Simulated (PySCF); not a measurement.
# C3H2Cl3F3: NMR shifts and electronic excitations in gas and solvents, part 2 of 2

PySCF 2.14.0. Atoms count from 0. The steps go on from the part before.

## 5. TDDFT and polarisability: B3LYP/def2-SVPD

The job: settings as JSON, then the geometry in Å.

```
{"job": {"kind": "uv", "xc": "B3LYP", "basis": "def2-SVPD", "dynamic": true, "nstates": 6, "ntriplets": 0}, "charge": 0, "multiplicity": 1}
F      0.280311    -0.386946     1.919243
C      0.992465     0.085451     0.887469
F      1.698095     1.124223     1.322588
F      1.835047    -0.856448     0.501739
C      0.033096     0.534918    -0.218044
Cl     0.948453     1.016815    -1.649557
C     -1.053460    -0.484947    -0.536775
Cl    -0.413800    -1.956312    -1.272995
Cl    -2.293621     0.267439    -1.558507
H     -0.473637     1.430783     0.170144
H     -1.545810    -0.778585     0.398812
```

Method: TDDFT B3LYP/def2-SVPD, vertical, gas phase, core orbitals frozen in the response.

The log of the run:

```text
coarse grid: 12632 points
cycle   1  E = -1794.6247925888  dE =  1.369e+00  |g| = 9.295e-01  |ddm| = 4.525e+00
cycle   2  E = -1794.3221439904  dE =  3.026e-01  |g| = 1.608e+00  |ddm| = 3.216e+00
cycle   3  E = -1794.7876713761  dE = -4.655e-01  |g| = 1.070e-01  |ddm| = 2.082e+00
cycle   4  E = -1794.7892881886  dE = -1.617e-03  |g| = 6.791e-02  |ddm| = 2.624e-01
cycle   5  E = -1794.7903845965  dE = -1.096e-03  |g| = 1.299e-02  |ddm| = 1.301e-01
cycle   6  E = -1794.7904175498  dE = -3.295e-05  |g| = 2.730e-03  |ddm| = 2.001e-02
cycle   7  E = -1794.7904190900  dE = -1.540e-06  |g| = 8.269e-04  |ddm| = 5.881e-03
final grid: 114424 points
cycle   8  E = -1794.9848356131  dE = -3.385e-05  |g| = 5.766e-03  |ddm| = 7.713e-02
cycle   9  E = -1794.9848263650  dE =  9.248e-06  |g| = 8.910e-03  |ddm| = 1.638e-02
cycle  10  E = -1794.9848417696  dE = -1.540e-05  |g| = 8.230e-04  |ddm| = 1.152e-02
cycle  11  E = -1794.9848419353  dE = -1.657e-07  |g| = 2.523e-04  |ddm| = 2.145e-03
cycle  12  E = -1794.9848419485  dE = -1.324e-08  |g| = 7.643e-05  |ddm| = 4.277e-04
cycle  13  E = -1794.9848419497  dE = -1.209e-09  |g| = 1.387e-05  |ddm| = 1.186e-04
cycle  14  E = -1794.9848419498  dE = -4.411e-11  |g| = 4.689e-06  |ddm| = 3.261e-05
converged SCF energy = -1794.9848419498

Static polarisability (au): isotropic 79.873, principal 75.081 80.137 84.401

Singlet excitations
state   eV       nm        f      main configurations
  1   6.6530    186.4   0.00063   H-1->L 0.75, H-2->L 0.17
  2   6.6991    185.1   0.01481   H->L 0.83, H-2->L 0.12
  3   6.7748    183.0   0.00843   H-2->L 0.65, H-1->L 0.20, H->L 0.08
  4   6.9342    178.8   0.00062   H-3->L 0.95
  5   7.2148    171.8   0.00011   H-4->L 0.79, H-2->L+1 0.10
  6   7.4367    166.7   0.00801   H-5->L 0.47, H->L+1 0.31
```

Run time: 2.3 min. Hardware: 1 thread, shared host.

Frontier orbitals and where they lie:

| orbital | eV | atoms |
| --- | --- | --- |
| HOMO−3 | -9.23 | Cl5 64 %, Cl8 11 %, C4 9 % |
| HOMO−2 | -9.06 | Cl5 42 %, Cl8 37 %, Cl7 7 % |
| HOMO−1 | -9.01 | Cl7 52 %, Cl8 19 %, Cl5 12 % |
| HOMO | -8.95 | Cl7 48 %, Cl8 31 %, Cl5 13 % |
| LUMO | -1.17 | Cl8 25 %, Cl7 19 %, C6 19 % |
| LUMO+1 | -0.35 | Cl8 27 %, C6 19 %, Cl5 14 % |
| LUMO+2 | -0.07 | Cl7 32 %, Cl5 26 %, C6 15 % |

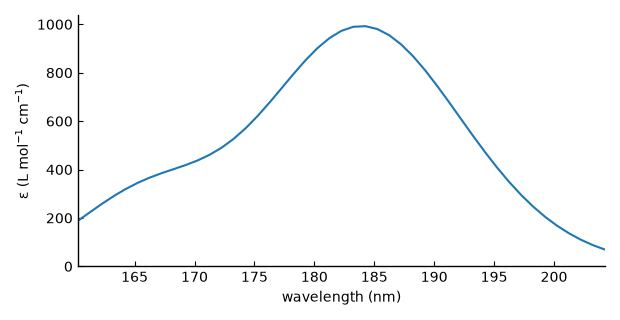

Absorption spectrum: each of the 6 states is a Gaussian band of 0.4 eV half-width at 1/e. Beyond the last state computed it falls off for lack of states.

Ground-state properties from the same run:

| property | computed |
| --- | --- |
| dipole moment (D) | 1.57 |
| polarisability (Å³) | 11.84 |
| HOMO–LUMO gap (eV) | 7.78 |
| −ε(HOMO) (eV) | 8.95 |
| C6 with itself (au) | 2979 |

## 6. TDDFT and polarisability: B3LYP/def2-SVPD in acetonitrile

Settings changed since step 5:

```diff
@@ -1,2 +1,2 @@
-{"job": {"kind": "uv", "xc": "B3LYP", "basis": "def2-SVPD", "dynamic": true, "nstates": 6, "ntriplets": 0}, "charge": 0, "multiplicity": 1}
+{"job": {"kind": "uv", "xc": "B3LYP", "basis": "def2-SVPD", "solvent": "acetonitrile", "nstates": 6, "ntriplets": 0}, "charge": 0, "multiplicity": 1}
 F      0.280311    -0.386946     1.919243
```

With the program's defaults for keys left out, this is: TDDFT B3LYP/def2-SVPD, vertical, IEF-PCM acetonitrile (non-equilibrium linear response), core orbitals frozen in the response.

The log of the run:

```text
coarse grid: 12632 points
cycle   1  E = -1794.6391960653  dE =  1.355e+00  |g| = 9.138e-01  |ddm| = 4.530e+00
cycle   2  E = -1794.3877997321  dE =  2.514e-01  |g| = 1.519e+00  |ddm| = 2.919e+00
cycle   3  E = -1794.7965344003  dE = -4.087e-01  |g| = 7.972e-02  |ddm| = 1.843e+00
cycle   4  E = -1794.7973619073  dE = -8.275e-04  |g| = 5.284e-02  |ddm| = 1.989e-01
cycle   5  E = -1794.7980212550  dE = -6.593e-04  |g| = 1.142e-02  |ddm| = 1.053e-01
cycle   6  E = -1794.7980471590  dE = -2.590e-05  |g| = 2.284e-03  |ddm| = 1.800e-02
cycle   7  E = -1794.7980482265  dE = -1.067e-06  |g| = 6.370e-04  |ddm| = 4.486e-03
final grid: 114424 points
cycle   8  E = -1794.9924187781  dE = -3.397e-05  |g| = 5.699e-03  |ddm| = 7.599e-02
cycle   9  E = -1794.9924106291  dE =  8.149e-06  |g| = 8.587e-03  |ddm| = 1.562e-02
cycle  10  E = -1794.9924247940  dE = -1.416e-05  |g| = 6.539e-04  |ddm| = 1.065e-02
cycle  11  E = -1794.9924248958  dE = -1.017e-07  |g| = 1.835e-04  |ddm| = 1.793e-03
cycle  12  E = -1794.9924249026  dE = -6.838e-09  |g| = 7.423e-05  |ddm| = 3.735e-04
cycle  13  E = -1794.9924249038  dE = -1.180e-09  |g| = 1.063e-05  |ddm| = 1.101e-04
cycle  14  E = -1794.9924249038  dE = -2.956e-11  |g| = 2.629e-06  |ddm| = 2.385e-05
converged SCF energy = -1794.9924249038

Static polarisability (au): isotropic 106.810, principal 102.390 105.614 112.424

Singlet excitations
state   eV       nm        f      main configurations
  1   6.6863    185.4   0.00084   H-1->L 0.94
  2   6.7668    183.2   0.02428   H->L 0.92
  3   6.8553    180.9   0.00816   H-2->L 0.90
  4   7.0316    176.3   0.00068   H-3->L 0.95
  5   7.2835    170.2   0.00029   H-4->L 0.79
  6   7.5246    164.8   0.01286   H-5->L 0.58, H->L+1 0.22
```

It took 1.9 min on 1 thread, shared host.

This run: HOMO -8.84 eV, LUMO -0.98 eV; lowest singlet 6.69 eV.

## 7. Ultraviolet spectrum: B3LYP/def2-SVPD in chloroform

Settings changed since step 6:

```diff
@@ -1,2 +1,2 @@
-{"job": {"kind": "uv", "xc": "B3LYP", "basis": "def2-SVPD", "solvent": "acetonitrile", "nstates": 6, "ntriplets": 0}, "charge": 0, "multiplicity": 1}
+{"job": {"kind": "uv", "xc": "B3LYP", "basis": "def2-SVPD", "solvent": "chloroform", "nstates": 6, "ntriplets": 0}, "charge": 0, "multiplicity": 1}
 F      0.280311    -0.386946     1.919243
```

Method: TDDFT B3LYP/def2-SVPD, vertical, IEF-PCM chloroform (non-equilibrium linear response), core orbitals frozen in the response.

The log of the run:

```text
coarse grid: 12632 points
cycle   1  E = -1794.6349800477  dE =  1.359e+00  |g| = 9.179e-01  |ddm| = 4.529e+00
cycle   2  E = -1794.3708902557  dE =  2.641e-01  |g| = 1.542e+00  |ddm| = 2.991e+00
cycle   3  E = -1794.7938608808  dE = -4.230e-01  |g| = 8.598e-02  |ddm| = 1.898e+00
cycle   4  E = -1794.7948324085  dE = -9.715e-04  |g| = 5.699e-02  |ddm| = 2.166e-01
cycle   5  E = -1794.7956043780  dE = -7.720e-04  |g| = 1.190e-02  |ddm| = 1.129e-01
cycle   6  E = -1794.7956323933  dE = -2.802e-05  |g| = 2.371e-03  |ddm| = 1.840e-02
cycle   7  E = -1794.7956335420  dE = -1.149e-06  |g| = 6.904e-04  |ddm| = 4.839e-03
final grid: 114424 points
cycle   8  E = -1794.9900187008  dE = -3.394e-05  |g| = 5.723e-03  |ddm| = 7.637e-02
cycle   9  E = -1794.9900102268  dE =  8.474e-06  |g| = 8.685e-03  |ddm| = 1.582e-02
cycle  10  E = -1794.9900247632  dE = -1.454e-05  |g| = 6.952e-04  |ddm| = 1.090e-02
cycle  11  E = -1794.9900248787  dE = -1.155e-07  |g| = 2.021e-04  |ddm| = 1.874e-03
cycle  12  E = -1794.9900248871  dE = -8.403e-09  |g| = 7.495e-05  |ddm| = 3.887e-04
cycle  13  E = -1794.9900248883  dE = -1.185e-09  |g| = 1.192e-05  |ddm| = 1.136e-04
cycle  14  E = -1794.9900248883  dE = -3.820e-11  |g| = 3.075e-06  |ddm| = 2.791e-05
converged SCF energy = -1794.9900248883

Static polarisability (au): isotropic 97.981, principal 93.127 97.694 103.121

Singlet excitations
state   eV       nm        f      main configurations
  1   6.6745    185.8   0.00090   H-1->L 0.91
  2   6.7418    183.9   0.02439   H->L 0.91
  3   6.8257    181.6   0.00945   H-2->L 0.86
  4   6.9969    177.2   0.00074   H-3->L 0.95
  5   7.2585    170.8   0.00026   H-4->L 0.79
  6   7.4946    165.4   0.01224   H-5->L 0.56, H->L+1 0.23
```

It took 1.9 min on 1 thread, shared host.

This run: HOMO -8.86 eV, LUMO -1.02 eV; lowest singlet 6.67 eV.

## 8. Side by side: NMR shifts

Isotropic shieldings (ppm) of some atoms, chosen among heavy atoms and hydrogens apart, means over like atoms, with basis size and wall time:

| run | C6 | H10 | H9 | F0 | Cl8 | Cl7 | Cl5 | functions | time |
| --- | --- | --- | --- | --- | --- | --- | --- | --- | --- |
| PBE0/pcSseg-1 in acetonitrile | 102.6 | 24.83 | 26.66 | 263.0 | 676 | 722 | 857 | 184 | 93 s |
| PBE0/pcSseg-1 in chloroform | 102.8 | 24.97 | 26.85 | 262.7 | 674 | 718 | 853 | 184 | 80 s |

The continuum's effect on the ground state:

| solvent | ε | polarisation energy (Eh) | μ (D) |
| --- | --- | --- | --- |
| chloroform | 4.71 | -0.0057 | 2.28 |
| acetonitrile | 35.69 | -0.0087 | 2.56 |

## 9. Comparing the runs: electronic excitations

Excitations and ground-state properties, with basis size and wall time:

| run | lowest singlet (eV) | brightest (eV) | f | gap (eV) | α (Å³) | μ (D) | functions | time |
| --- | --- | --- | --- | --- | --- | --- | --- | --- |
| B3LYP/def2-SVPD | 6.65 | 6.70 | 0.015 | 7.78 | 11.84 | 1.57 | 226 | 2.3 min |
| B3LYP/def2-SVPD in acetonitrile | 6.69 | 6.77 | 0.024 | 7.86 | 15.83 | 2.50 | 226 | 1.9 min |
| B3LYP/def2-SVPD in chloroform | 6.67 | 6.74 | 0.024 | 7.84 | 14.52 | 2.16 | 226 | 1.9 min |

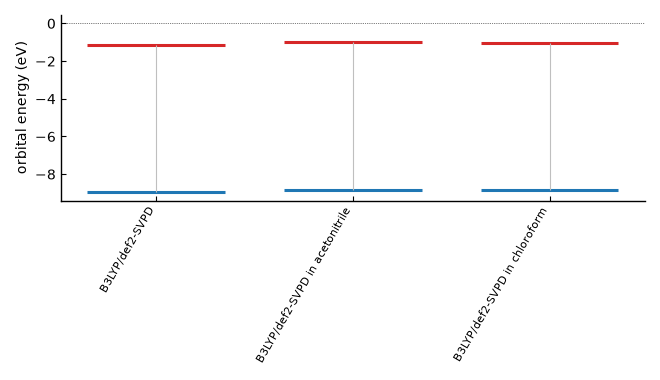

HOMO (blue) and LUMO (red) run by run.

The continuum's effect on the ground state:

| solvent | ε | polarisation energy (Eh) | μ (D) |
| --- | --- | --- | --- |
| chloroform | 4.71 | -0.0059 | 2.16 |
| acetonitrile | 35.69 | -0.0092 | 2.50 |

## 10. What came out

The summary covers parts 1 to 2.

| quantity | value |
| --- | --- |
| point group | C1 |
| rotational constants (main isotopes) | 1.34, 0.73, 0.67 GHz |
| ¹³C shifts against TMS (PBE0/pcSseg-1, acetonitrile) | 128.4, 82.9, 70.6 ppm |
| ¹H shifts against TMS (PBE0/pcSseg-1, acetonitrile) | 6.41, 4.58 ppm |
| ¹⁹F shifts against CFCl3 (PBE0/pcSseg-1, acetonitrile, means over atoms taken as alike) | -82.5 ppm |
| shieldings of Cl (PBE0/pcSseg-1, acetonitrile) | Cl8 675.8, Cl7 722.0, Cl5 857.4 ppm |
| lowest singlet (B3LYP/def2-SVPD) | 6.65 eV (186 nm), f = 0.001 |
| brightest single state of those computed | state 2, 6.70 eV, f = 0.015 |
| range of the shielding of Cl5 | 853 to 857 ppm |
| range of the lowest singlet | 6.65 to 6.69 eV |

In words: The optimisation took 6 steps and gained 0.042 eV; among the close pairs (by a distance rule), C4–Cl5 changed most, from 1.782 to 1.766 Å. C6 stands next to heavy halogen, whose spin-orbit shielding this run leaves out, so the computed shift lies too far downfield, most of all for carbon beside Br or I. H10 (hydrogen on an sp3 CH bonded to 2 Cl) lies farthest downfield among hydrogen, at 6.41 ppm; its carbon carries Cl, an electronegative neighbour. At PBE0/pcSseg-1: Shielding is most anisotropic at Cl8 (span 695 ppm, paramagnetic term -469 ppm). The first singlet state (HOMO−1→LUMO 0.75, HOMO−2→LUMO 0.17) lies at 6.65 eV and is dark; of the 6 states computed, the strongest absorption comes from state 2 at 6.70 eV. Across the 2 runs the shielding of Cl5 moves most, between 853 (PBE0/pcSseg-1 in chloroform) and 857 ppm (PBE0/pcSseg-1 in acetonitrile). The continuum holds electrostatics alone: no hydrogen bonds to the solvent, and the gas-phase geometry is kept. The lowest singlet runs from 6.65 eV (B3LYP/def2-SVPD) to 6.69 eV (B3LYP/def2-SVPD in acetonitrile), while the orbital gap spans 7.78 to 7.86 eV. The lowest state need not be the same one in every run.
